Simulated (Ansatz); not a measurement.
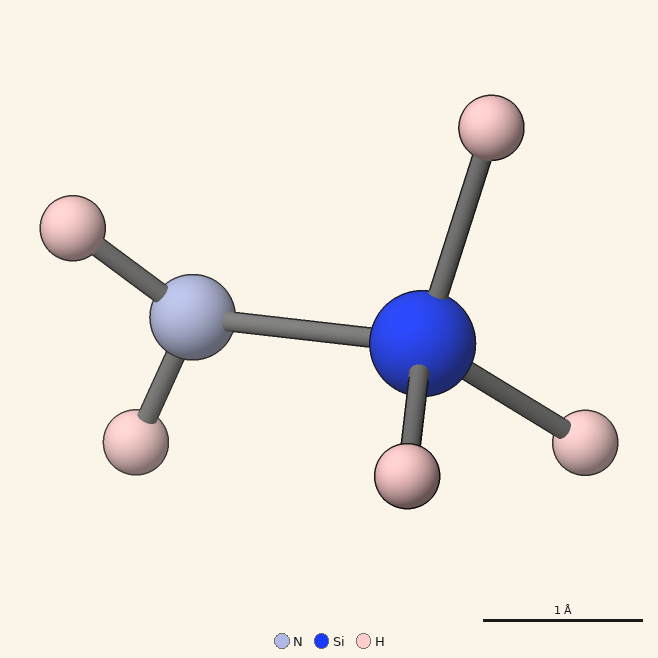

Ball-and-stick drawing of a structure. Every bond is drawn as one stick, whatever its order.

**Give the formula.**

H₅NSi, 7 atoms: 5 hydrogen, 1 nitrogen and 1 silicon.

**What is the point group of this geometry?**

Cs.

More results for the same structure follow; atom numbers are the same in all pictures, views and colours differ. The geometry was computed by an optimisation with PBE0-D4/def2-TZVP.

## Electronic properties

Level of theory: RKS PBE0-D4/def2-TZVP (Ansatz 0.2.0).

**Give the harmonic zero-point energy at this level.**

132.0 kJ/mol.

**Estimate the dipole moment.**

1.37 D.

**Estimate the dispersion correction.**

−6.7 kJ/mol.

## Thermal motion

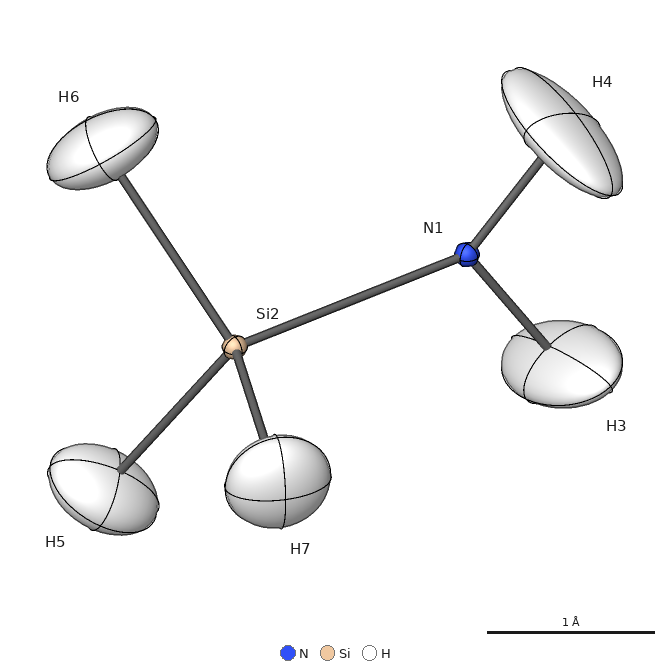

Displacement ellipsoids at the 50 % level, enlarged 1.5 times, from the internal vibrations of the free molecule (harmonic, no overall translation or rotation; no half-axis is drawn under 0.075 Å). Vibrations computed with RKS PBE0-D4/def2-TZVP (Ansatz 0.2.0). Temperature: 100 K.

Give the displacement parameters, one line for each set of equivalent atoms.

```csv
atom,U_eq (Å²),rms amplitudes (Å)
N1,0.00062,"0.018, 0.023, 0.032"
Si2,0.00017,"0.011, 0.011, 0.016"
"H3, H4",0.0268,"0.068, 0.132, 0.242"
"H5, H6",0.0161,"0.085, 0.127, 0.158"
H7,0.0149,"0.087, 0.134, 0.139"
```

## Charges

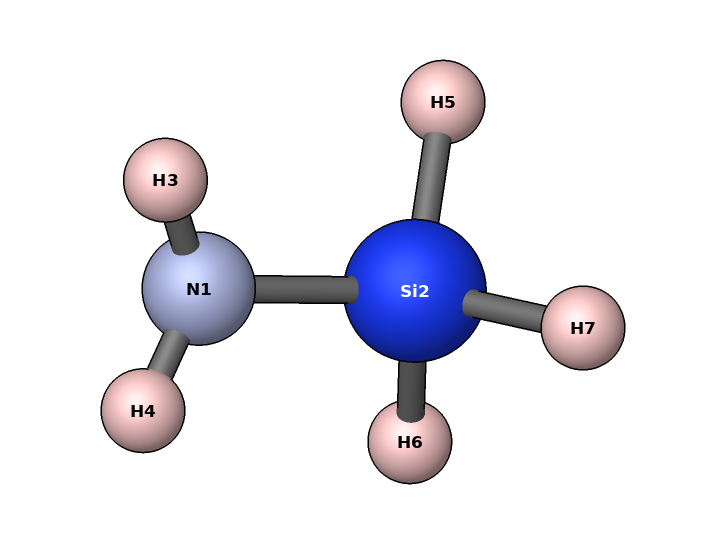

The questions are on Mulliken charges. Level of theory: RKS PBE0-D4/def2-TZVP (Ansatz 0.2.0).

**Which atom carries the highest charge (most positive or least negative)?**

Si2 (0.28 e).

**And the lowest?**

N1 (−0.63 e).

List the Mulliken charges.

```
atom  value (e)
  N1      −0.63
 Si2       0.28
  H3       0.24
  H4       0.24
  H5      −0.03
  H6      −0.03
  H7      −0.05
```

Mulliken values depend strongly on the basis set and can even reverse the polarity of a bond.
